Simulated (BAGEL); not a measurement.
**A workflow on CH3FGeO (SMILES C[O][Ge][F])**

Wanted: the energy (HF/def2-SVP), then the energy (NEVPT2(2,2)/def2-SVP) of CH3FGeO. 

Program for the calculation: BAGEL 1.2.2.

2 further runs of the same task are left out: 2 set aside as unsound or not needed.

## (1) The structure to begin with

CH3FGeO: 7 atoms, total charge 0, spin state singlet. As SMILES, `C[O][Ge][F]`. The C1–H7 distance was set to 1.476 Å, away from the relaxed value.

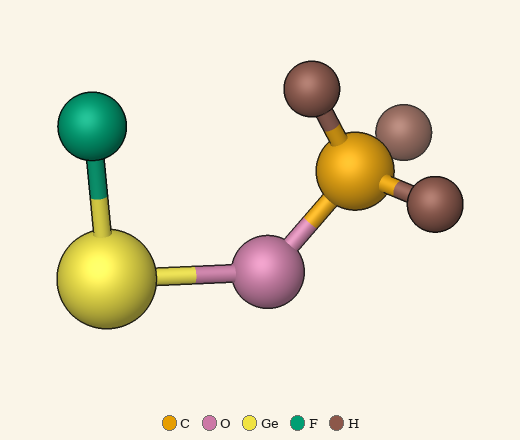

Viewed from a chosen angle; carbon amber, oxygen pink, germanium yellow, fluorine teal, hydrogen brown.

## (2) A single-point energy at HF/def2-SVP (density fitting with svp-jkfit) (run 1)

input.json

```json
{ "bagel" : [

{
  "title" : "molecule",
  "basis" : "svp",
  "df_basis" : "svp-jkfit",
  "angstrom" : true,
  "geometry" : [
    { "atom" : "C", "xyz" : [      -0.156931,       0.387549,       0.515721 ] },
    { "atom" : "O", "xyz" : [       0.760269,       0.520249,      -0.551079 ] },
    { "atom" : "Ge", "xyz" : [       1.789569,      -0.714651,      -1.277579 ] },
    { "atom" : "F", "xyz" : [       1.315269,      -2.094551,      -0.279379 ] },
    { "atom" : "H", "xyz" : [      -0.200631,      -0.636151,       0.894621 ] },
    { "atom" : "H", "xyz" : [       0.139869,       1.057149,       1.327421 ] },
    { "atom" : "H", "xyz" : [      -1.498700,       0.788500,       0.049700 ] }
  ]
},

{
  "title" : "hf"
},

{
  "title" : "print",
  "file" : "orbitals.molden",
  "orbitals" : true
}

]}
```

On the command line:

```sh
$ BAGEL_NUM_THREADS=1 BAGEL input.json > input.out
```

Standard output:

```text
* using 1 threads per process

  ===============================================================
  ===============================================================

  *** Geometry ***

  { "atom" : "C", "xyz" : [     -0.296557,      0.732361,      0.974571 ] },
  { "atom" : "O", "xyz" : [      1.436700,      0.983128,     -1.041388 ] },
  { "atom" : "Ge", "xyz" : [      3.381795,     -1.350495,     -2.414274 ] },
  { "atom" : "F", "xyz" : [      2.485498,     -3.958128,     -0.527950 ] },
  { "atom" : "H", "xyz" : [     -0.379138,     -1.202151,      1.690589 ] },
  { "atom" : "H", "xyz" : [      0.264314,      1.997722,      2.508462 ] },
  { "atom" : "H", "xyz" : [     -2.832133,      1.490049,      0.093919 ] },

  Number of auxiliary basis functions:      549

  Since a DF basis is specified, we compute 2- and 3-index integrals:
    o Being stored without compression. Storage requirement is 0.035 GB

  Number of basis functions:       89
  Number of electrons      :       58

    * METHOD: MOLECULE                             0.32

  *** RHF ***

  === Nuclear Repulsion ===
   274.1296709787

      * DIIS with orbital gradients will be used.

  === RHF iteration (svp) ===
      0      -2288.58055838          0.01925281           0.10
      1      -2288.71791574          0.01531868           0.10
      2      -2288.84364574          0.00129516           0.10
      3      -2288.84534423          0.00056533           0.10
      4      -2288.84556259          0.00013656           0.10
      5      -2288.84558662          0.00005030           0.10
      6      -2288.84558947          0.00002326           0.10
      7      -2288.84559019          0.00000546           0.10
      8      -2288.84559023          0.00000274           0.10
      9      -2288.84559023          0.00000090           0.10
     10      -2288.84559024          0.00000043           0.10
     11      -2288.84559024          0.00000016           0.10
     12      -2288.84559024          0.00000007           0.10
     13      -2288.84559024          0.00000003           0.10
     14      -2288.84559024          0.00000001           0.10
    * SCF iteration converged.

    * Permanent dipole moment:
           (   -0.222744,    -0.210688,     0.076716) a.u.

    * METHOD: HF                                   1.74

    * METHOD: PRINT                                0.02

  ===============================================================
```

Run time: 2.2 s. Hardware: 1 thread of Arm Neoverse V1, shared host; peak memory 0.15 GiB.

## (3) A single-point energy at NEVPT2(2,2)/def2-SVP (density fitting with svp-jkfit) (run 2)

input.json

```json
{ "bagel": [

{
  "title": "molecule",
  "basis": "svp",
  "df_basis": "svp-jkfit",
  "angstrom": "true",
  "geometry": [
    { "atom": "C", "xyz": [   -0.156931,    0.387549,    0.515721 ] },
    { "atom": "O", "xyz": [    0.760269,    0.520249,   -0.551079 ] },
    { "atom": "Ge", "xyz": [    1.789569,   -0.714651,   -1.277579 ] },
    { "atom": "F", "xyz": [    1.315269,   -2.094551,   -0.279379 ] },
    { "atom": "H", "xyz": [   -0.200631,   -0.636151,    0.894621 ] },
    { "atom": "H", "xyz": [    0.139869,    1.057149,    1.327421 ] },
    { "atom": "H", "xyz": [   -1.498700,    0.788500,    0.049700 ] }
  ]
},
{ "title": "hf" },
{ "title": "casscf", "nstate": 1, "nact": 2, "nclosed": 28, "nspin": 0, "active": [28, 32], "maxiter": 200, "natocc": "true" },
{
  "title": "nevpt2",
  "nstate": 1,
  "nact": 2,
  "nclosed": 28,
  "nspin": 0,
  "active": [28, 32],
  "maxiter": 200,
  "natocc": "true",
  "ncore": 12
},
{ "title": "print", "file": "orbitals.molden", "orbitals": "true" }

]}
```

On the command line:

```sh
$ BAGEL_NUM_THREADS=1 BAGEL input.json > input.out
```

Standard output:

```text
* using 1 threads per process

  ===============================================================
  ===============================================================

  *** Geometry ***

  { "atom" : "C", "xyz" : [     -0.296557,      0.732361,      0.974571 ] },
  { "atom" : "O", "xyz" : [      1.436700,      0.983128,     -1.041388 ] },
  { "atom" : "Ge", "xyz" : [      3.381795,     -1.350495,     -2.414274 ] },
  { "atom" : "F", "xyz" : [      2.485498,     -3.958128,     -0.527950 ] },
  { "atom" : "H", "xyz" : [     -0.379138,     -1.202151,      1.690589 ] },
  { "atom" : "H", "xyz" : [      0.264314,      1.997722,      2.508462 ] },
  { "atom" : "H", "xyz" : [     -2.832133,      1.490049,      0.093919 ] },

  Number of auxiliary basis functions:      549

  Since a DF basis is specified, we compute 2- and 3-index integrals:
    o Being stored without compression. Storage requirement is 0.035 GB

  Number of basis functions:       89
  Number of electrons      :       58

    * METHOD: MOLECULE                             0.32

  *** RHF ***

  === Nuclear Repulsion ===
   274.1296709787

      * DIIS with orbital gradients will be used.

  === RHF iteration (svp) ===
      0      -2288.58055838          0.01925281           0.10
      1      -2288.71791574          0.01531868           0.10
      2      -2288.84364574          0.00129516           0.10
      3      -2288.84534423          0.00056533           0.10
      4      -2288.84556259          0.00013656           0.10
      5      -2288.84558662          0.00005030           0.10
      6      -2288.84558947          0.00002326           0.10
      7      -2288.84559019          0.00000546           0.10
      8      -2288.84559023          0.00000274           0.10
      9      -2288.84559023          0.00000090           0.10
     10      -2288.84559024          0.00000043           0.10
     11      -2288.84559024          0.00000016           0.10
     12      -2288.84559024          0.00000007           0.10
     13      -2288.84559024          0.00000003           0.10
     14      -2288.84559024          0.00000001           0.10
    * SCF iteration converged.

    * Permanent dipole moment:
           (   -0.222744,    -0.210688,     0.076716) a.u.

    * METHOD: HF                                   1.73

  ---------------------------
      CASSCF calculation
  ---------------------------

    ==== Active orbitals : =====
         Orbital 28
         Orbital 32
    ============================

    * nstate   :      1
    * nclosed  :     28
    * nact     :      2
    * nvirt    :     59
  === CASSCF iteration (svp) ===

    * Using the second-order algorithm

      0  0     -2288.84643308     1.76e-04      0.03

      1  0     -2288.86923044     1.69e-03      0.41

      2  0     -2288.87384154     2.89e-04      0.50

      3  0     -2288.87394726     7.23e-05      0.52

      4  0     -2288.87394970     1.71e-05      0.51

      5  0     -2288.87394979     4.24e-06      0.55

      6  0     -2288.87394980     1.07e-06      0.53

      7  0     -2288.87394980     2.72e-07      0.51

      8  0     -2288.87394980     6.89e-08      0.47

      9  0     -2288.87394980     1.75e-08      0.46

     10  0     -2288.87394980     4.43e-09      0.39

    * Second-order optimization converged. *

     guess   0:   closed 1.                   open ..

  === FCI iteration ===

      0  0     -2288.84472244     8.47e-02      0.00
      1  0     -2288.87393398     1.61e-03      0.00
      2  0 *   -2288.87394980     7.90e-16      0.00

     * ci vector, state   0, <S^2> = 0.0000
       2.     0.9854236237
       .2    -0.1701184350

    * METHOD: CASSCF                               5.10

    * freezing 12 orbitals

  === DF-NEVPT2 calculation ===

    * 3-index integral transformation done
    * assembly done

      NEVPT2 correlation energy:   -0.7032845235      0.24

          (+0)     -0.6525852577
          (+0)'    -0.0138502080
          (+1)     -0.0077418775
          (+1)'    -0.0000000000
          (+2)     -0.0002567153
          (-1)     -0.0221263665
          (-1)'     0.0000000000
          (-2)     -0.0067240984

      NEVPT2 total energy:       -2289.5772343222

    * METHOD: NEVPT2                               0.42

    * METHOD: PRINT                                0.02

  ===============================================================
```

It took 7.8 s on 1 thread of Arm Neoverse V1, shared host; peak memory 0.15 GiB.

## (4) Outcome

```
                                 quantity           value
         run 1, HF/def2-SVP: total energy  -2288.84559 Eh
        run 1, HF/def2-SVP: dipole moment          0.80 D
          run 1, HF/def2-SVP: HOMO energy       -10.93 eV
          run 1, HF/def2-SVP: LUMO energy         1.05 eV
        run 1, HF/def2-SVP: HOMO–LUMO gap        11.98 eV
run 2, NEVPT2(2,2)/def2-SVP: total energy  -2289.57723 Eh
```
